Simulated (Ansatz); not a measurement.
The calculation's input:

```
crystal:
  lattice:
    - [4.1204, -0.00081, -0.0112]
    - [0.00404, 6.42722, 0.0536]
    - [0.02791, 3.20707, 7.74994]
  atoms:
    - { symbol: H, position: [0.90366, 0.21821, 0.48851] }
    - { symbol: H, position: [0.40337, 0.78177, 0.51142] }
    - { symbol: Pb, position: [0.39455, 0.30863, 0.70725] }
    - { symbol: Pb, position: [0.89489, 0.69135, 0.29266] }
    - { symbol: "N", position: [0.63409, 0.1999, 0.2073] }
    - { symbol: "N", position: [0.13386, 0.80012, 0.79275] }
    - { symbol: O, position: [0.90829, 0.32866, 0.54369] }
    - { symbol: O, position: [0.53792, 0.39076, 0.19497] }
    - { symbol: O, position: [0.53483, 0.11279, 0.10602] }
    - { symbol: O, position: [0.83718, 0.08887, 0.32672] }
    - { symbol: O, position: [0.40817, 0.67132, 0.45624] }
    - { symbol: O, position: [0.03774, 0.60924, 0.8052] }
    - { symbol: O, position: [0.03429, 0.88737, 0.89397] }
    - { symbol: O, position: [0.33716, 0.91101, 0.6733] }
hamiltonian:
  xc: pbe
  pseudopotentials: { kind: paw }
kpoints:
  mp_grid: { grid: [7, 5, 4] }
scf:
  occupations: { method: fermi_dirac, width: 0.05 }
output:
  forces: true
  stress: true
  eigenvalues: true
  write_density: true
  write_potential: true
  elf: true
  volumetric_format: npy
```

Launched as:

```sh
ansatz run input.yaml --threads 8 --pin off --max-ram 20480MiB --backend cpu --events-out ev --progress --plain --runs-dir out
```

Below, planes, directions and counts refer to the conventional cell (a = 6.43 Å, b = 4.12 Å, c = 8.34 Å, α = 90.02°, β = 112.23°, γ = 90.02°).

Space group P2₁; a generated structure, not necessarily the stable one.

These are results of Kohn-Sham DFT of a periodic cell, PBE, Ansatz PAW (Ansatz 0.2.0), not measurements.

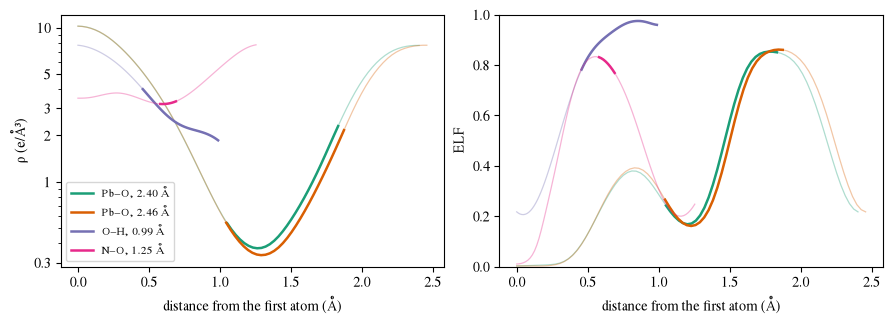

HPbNO4. Valence pseudo-density and ELF along straight lines between neighbouring atoms. Thin, pale parts lie inside the atomic spheres.

In a PAW calculation such maps are meaningful between the atoms, not at the nuclei.

Q: Compare the contacts.

A: Pb–O (2.40 Å): ρ at the midpoint is about 0.39 e/Å³; the ELF peaks at about 0.85 in the valence shell of O, 0.6 Å from its nucleus, and drops to about 0.15 between the two atoms.
Pb–O (2.46 Å): ρ at the midpoint is about 0.35 e/Å³; the ELF is about 0.15 at the midpoint: no shared electron pair shows on this line.
O–H (0.99 Å): the density is about 3.7 e/Å³ at the midpoint; the ELF climbs to about 1 towards the hydrogen, as it does in any bond to H: a covalent bond by its length.
N–O (1.25 Å): the density is about 3.2 e/Å³ at the midpoint; the ELF peaks at about 0.85 between the atoms (inside overlapping PAW spheres, so only a guide) (localised, covalent bonding).
